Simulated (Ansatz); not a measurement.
# PbS, carrier doping

Take PbS in the rock salt structure (space group Fm-3m, No. 225; a = 6.0092 Å) as the base.

Carriers are added at fixed cell with a uniform background; the Fermi–Dirac width is that of 300 K.

The values are results of DFT with PBE, PAW potentials and a 420 eV plane-wave cutoff in Ansatz (an electronic-structure program), without spin-orbit coupling, not measurements.

Notes on the quantities. Fermi level from band edge: Fermi level relative to the doped band's edge (positive inside the band; to 0.05 eV).

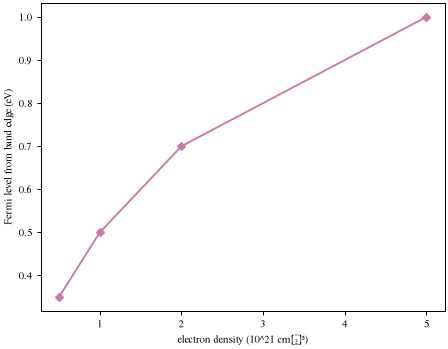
Fig. 1. Fermi level from band edge against electron density

Problem. From the plot, what is the Fermi level from band edge for electrons 2.0×10^21 cm⁻³?

Solution. About 0.70 eV.

Problem. Is the trend monotonic over the range shown?

Solution. Yes, it rises throughout, spanning +0.35 eV to +1.00 eV.

Carriers are added with a uniform compensating background; total energy and stress of such cells depend on the potential's zero and are not compared; many-body gap narrowing is missing at this level. Stability against distortions was not tested. The base started in P3_121 and relaxed to Fm-3m at this level.
